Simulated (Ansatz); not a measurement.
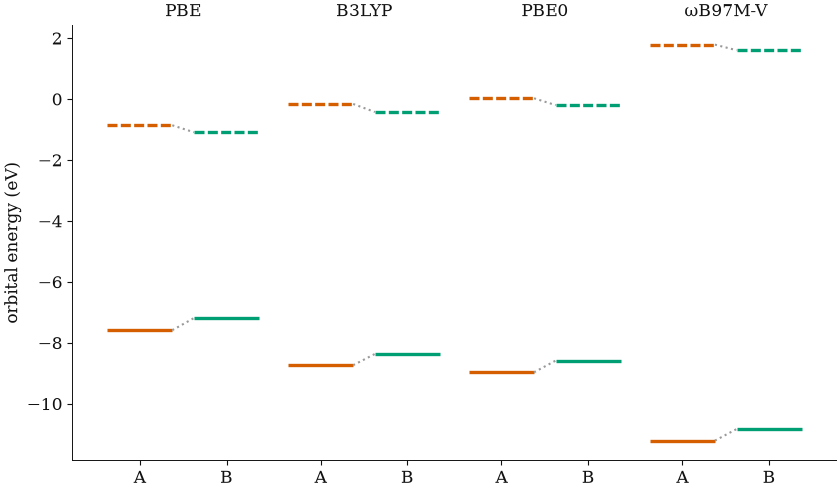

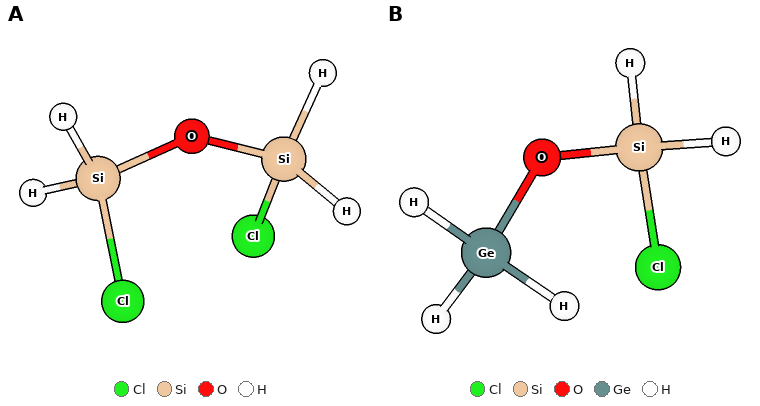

One change: A, Si₂H₄OCl₂ (SMILES Cl[SiH2]O[SiH2]Cl), becomes B, GeSiH₅OCl (SMILES Cl[SiH2][O][GeH3]). SiH₂Cl (bound through Si) on O is replaced by GeH₃. HOMO (solid) and LUMO (dashed) computed in def2-TZVPP at PBE0-D4/def2-TZVP geometries, both minima by their frequencies, gas phase, the Ansatz code. Empty levels above zero depend strongly on the basis.

### What does the change do to HOMO and LUMO?

PBE: the HOMO rises by 0.40 eV, the LUMO falls by 0.23 eV, and the separation goes from 6.73 to 6.10 eV. B3LYP: the HOMO rises by 0.37 eV, the LUMO falls by 0.26 eV, and the separation goes from 8.58 to 7.94 eV. PBE0: the HOMO rises by 0.39 eV, the LUMO falls by 0.23 eV, and the separation goes from 9.00 to 8.38 eV. ωB97M-V: the HOMO rises by 0.38 eV, the LUMO falls by 0.18 eV, and the separation goes from 13.00 to 12.43 eV.

### Do the functionals agree on the effect?

They agree on the direction for both levels; the HOMO shift lies between 0.37 and 0.40 eV and the LUMO shift between −0.26 and −0.18 eV, while the separations themselves differ by up to 6.3 eV between functionals.

Caveats: one conformer of each flexible molecule.
